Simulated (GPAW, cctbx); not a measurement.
## How far are the atoms of TiSn2 from free atoms?

Question: by how much does bonding change the X-ray structure factors of TiSn2, how firmly does DFT give the change, and what does a routine refinement make of it?

The start was made by putting kin elements into a known structure type; the compound need not exist, or be stable, in this form. All numbers below are calculated.

## Step 1: Relax the structure

The density hangs on the geometry, so cell and atoms are relaxed first, with the symmetry held. The cutoff is set higher than for the density because stress converges slowly with plane waves.

Settings: GPAW 26.7.0, PBE, 570 eV, 5×5×5 k-points, Fermi–Dirac width 0.1 eV, BFGS to 0.03 eV/Å.

```text
cell
1.0
     0.000000000    0.000000000    5.490000000
    -3.397000000    3.397000000    2.745000000
    -3.397000000   -3.397000000    2.745000000
Sn Ti
4 2
Direct
0.840800000 0.500000000 0.818400000
0.340800000 0.818400000 0.500000000
0.659200000 0.181600000 0.500000000
0.159200000 0.500000000 0.181600000
0.750000000 0.000000000 0.000000000
0.250000000 0.000000000 0.000000000
```

```console
$ OMP_NUM_THREADS=1 mpirun -n 4 gpaw python run.py > gpaw.log
```

```text
BFGS:    0      -30.673544        0.778352
BFGS:    1      -30.699045        0.715450
BFGS:    2      -30.864643        0.153840
BFGS:    3      -30.872048        0.163265
...
BFGS:   10      -30.884451        0.033814
BFGS:   11      -30.884445        0.032006
BFGS:   12      -30.884838        0.019991
cell  5.5508 5.6598 5.6598  76.09 60.64 60.64
volume 135.052 A^3, largest force 0.012 eV/A, largest stress 0.14 GPa
```

After 12 steps the volume has changed by +6.6 % and the energy by -0.211 eV; the largest stress left is 0.14 GPa. It took 4.5 min on 4 cores of Arm Neoverse V1 (shared host), peak memory 1.3 GiB.

Relaxed structure: I4/mcm (no. 140), a = 6.9757 Å, b = 6.9757 Å, c = 5.5508 Å, α = 90.00°, β = 90.00°, γ = 90.00°.

```csv
atom,mult.,x,y,z
Sn1,8,0.3288,0.8288,1/2
Ti1,4,0,0,3/4
```

## Step 2: Density and charge transfer

X-rays see the whole electron density, so the PAW density is rebuilt with its core regions. Subtracting spherical free atoms from the same code cancels the cores and leaves the deformation density Δρ, the part due to bonding.

Settings: PBE, 450 eV, 6×6×6 k-points, Fermi–Dirac width 0.1 eV; primitive cell of 6 atoms.

```console
$ OMP_NUM_THREADS=1 mpirun -n 4 gpaw python run.py > gpaw.log
```

```text
|iter:   1|       0s |  -32.210478 | +0.14 |       |
|iter:   2|       3s |  -31.608019 | -1.54 | -1.28 |
|iter:   3|       6s |  -30.809287 | -1.64 | -1.38 |
...
|iter:   9|      23s |  -30.619376c| -5.98 | -4.22c|
|iter:  10|      26s |  -30.619379c| -6.59 | -4.76c|
|iter:  11|      29s |  -30.619378c| -7.53c| -5.37c|
```

```text
grid (56, 56, 56)  electrons 244.000  moved by bonding 1.194 e
deformation density beyond 0.5 A of the nuclei: max 0.214, min -0.130 e/A^3
atom        x       y       z   Voronoi charge  moment
Sn1    0.8288  0.5000  0.8424      0.066       0.00
Sn2    0.3288  0.8424  0.5000      0.066       0.00
Sn3    0.6712  0.1576  0.5000      0.066       0.00
Sn4    0.1712  0.5000  0.1576      0.066       0.00
Ti5    0.7500  0.0000  0.0000     -0.132       0.00
Ti6    0.2500  0.0000  0.0000     -0.132       0.00
mean inner potential of superposed free atoms 21.312 V
total magnetic moment 0.000 muB
```

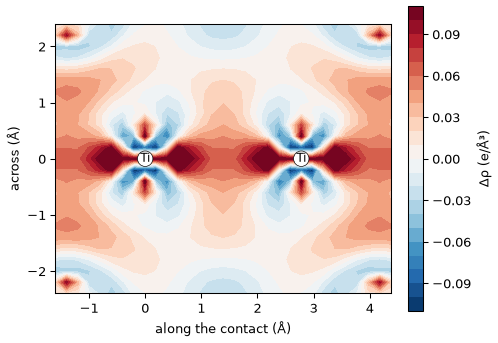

Deformation density in a plane through the shortest contact of the Ti atom at the origin; red gains electrons, blue loses them.

Ti gains most (-0.13 e) and Sn loses most (+0.07 e), which isn't the order of electronegativity: valence and coordination count too, and Voronoi cells cut space at the midplane whatever the atoms' sizes. Along the shortest contact from the Ti atom at the map's origin, Ti–Ti at 2.78 Å, Δρ is +0.06 e/Å³ at the midpoint; the highest value on the line, +0.26, lies at the edge of the range, 0.5 Å from Ti, and is an atomic rather than a bond feature: little piles up between the atoms, as is usual in a metallic crystal, which this run finds. At the midpoints of other shortest contacts it is +0.04 (Sn–Ti, 2.94 Å) and +0.02 (Sn–Sn, 3.18 Å) e/Å³. Point values carry grid noise of about 0.01 e/Å³. The run needed 11 iterations, 39 s.

## Step 3: From the density to structure factors

The Fourier components of Δρ, added to those of the free atoms, give the static X-ray structure factors; the Mott–Bethe relation turns them into the Fourier components V of the potential that fast electrons feel.

```text
static structure factors of the conventional cell: F in electrons, V (Mott-Bethe) in volts
   h  k  l      d  |F| table  |F| free   |F| DFT   change   |V| free  |V| DFT  change %
   1  1  0  4.9326     6.191     6.075     5.036   -1.040     1.541    1.112    -27.9
   2  0  0  3.4878   120.318   120.441   120.033   -0.408     2.245    2.329      3.8
   0  0  2  2.7754   265.195   265.427   265.720    0.294     6.088    6.049     -0.6
   2  1  1  2.7196   242.869   242.890   242.764   -0.125     6.455    6.471      0.2
   2  2  0  2.4663   160.394   160.170   159.637   -0.533     4.963    5.017      1.1
   1  1  2  2.4188   135.482   135.257   134.427   -0.830     4.278    4.360      1.9
   3  1  0  2.2059   207.836   207.597   206.995   -0.602     5.765    5.814      0.9
   2  0  2  2.1717   229.716   229.472   228.513   -0.959     6.230    6.307      1.2
   2  2  2  1.8436    31.419    31.493    31.319   -0.174     0.043    0.054     23.1
   3  2  1  1.8269    20.564    20.553    20.832    0.279     0.446    0.430     -3.5
   4  0  0  1.7439    58.990    59.013    59.013   -0.001     0.645    0.645      0.0
   3  1  2  1.7269    79.955    79.959    80.045    0.086     1.086    1.081     -0.4
   3  3  0  1.6442   222.287   222.165   221.828   -0.337     3.989    4.004      0.4
   4  1  1  1.6184   221.619   221.469   221.392   -0.077     4.501    4.505      0.1
```

The largest X-ray change is -1.04 e on 110, 17.1 % of |F|. For electrons V goes as (Z − F)/g², so a change of F counts against Z − F, which is small at low angle and wherever the atoms' terms cancel: |V| of 110 moves by -27.9 % (1.54 to 1.11 V) against -17.1 % in |F|. The last three rows still change by up to 0.34 e; the table stops while the angles are still low. The tabulated Hartree–Fock atoms differ from the free DFT atoms by up to 0.24 e, so the choice of reference atom matters too.

## Step 4: The functional ladder

The same geometry is run with other functionals, to see whether the bonding signal is larger than the spread between approximations. Free atoms are LDA for LDA and PBE otherwise; meta-GGAs and hybrids keep PBE cores. Any other changed setting is in the row's label.

```
   run  ΔF 110 (e)  ΔF 202 (e)  ΔF 112 (e)  q(Ti) (e)  moved (e)     time
   PBE      -1.040      -0.959      -0.830     -0.132      1.194     39 s
   LDA      -1.011      -0.923      -0.786     -0.124      1.136     39 s
r2SCAN      -1.004      -1.110      -0.950     -0.107      1.350  1.9 min
```

At the base's settings ΔF(110) spans -1.040 to -1.004 e, a spread of 3 % of the PBE value; over the three listed reflections the spread is at most 20 %, so sign and size hold across the functionals. Times are from shared hosts.

## Step 5: Refining ordinary atoms against data with bonding

Routine crystallography fits spherical atoms. To see the bias, intensities are simulated from tabulated atoms plus the DFT change ΔF, so that bonding alone can misfit (8460 reflections of the full sphere, merged to the counts below, to 0.4 Å, 1 % proportional noise plus counting noise, assumed isotropic U as listed, Δρ smeared by the mean U) and refined with cctbx over different ranges.

```csv
range,data,R1,GooF,U Sn1 (true 0.0059),U Ti1 (true 0.008),largest shift (Å),"Δρ max, min (e/Å³)"
all data,623,0.0035,0.98,0.0059,0.0080,0.0000,"0.23, -0.26"
"low resolution, d > 0.84",79,0.0027,1.07,0.0059,0.0081,0.0003,"0.13, -0.17"
"high order, d < 0.75",519,0.0039,0.97,0.0059,0.0080,0.0000,"0.26, -0.25"
"occupancies free, d > 0.7",126,0.0025,1.00,0.0059,0.0081,0.0002,"0.12, -0.25"
```

With all data GooF is 0.98, so at this noise the bonding hardly shows; the top residual peak, near noise level, lies 0.51 Å from Ti and 2.27 Å from Ti. No U is off by more than 3 s.u. at low resolution. With Sn1 held at 1 and the scale free, the other occupancies refine to Ti1 0.999(0.002), within three s.u. of full.

## Step 6: Answer

Bonding moves 1.19 e in the primitive cell of TiSn2 and changes the structure factors of the conventional cell in the table above by at most 1.04 e (110, 17.1 %). The shortest bond, Ti–Ti, has Δρ = +0.06 e/Å³ at its midpoint, with no localised bond charge. At the base's settings ΔF(110) spans -1.040 to -1.004 e, a spread of 3 % of the PBE value; over the three listed reflections the spread is at most 20 %, so sign and size hold across the functionals. With all data GooF is 0.98, so at this noise the bonding hardly shows. Limits: static density, frozen cores, no spin–orbit coupling.

[Outputs are excerpts: Python notices, other lines and further rows are left out; steps that failed or that the build refused (PBEsol, TPSS) are not shown.]

[Logs are printed without paths, hosts, clocks, repeated set-up lines and the standing remarks that a program may print on its own settings, such as how far it seeks lower states.]
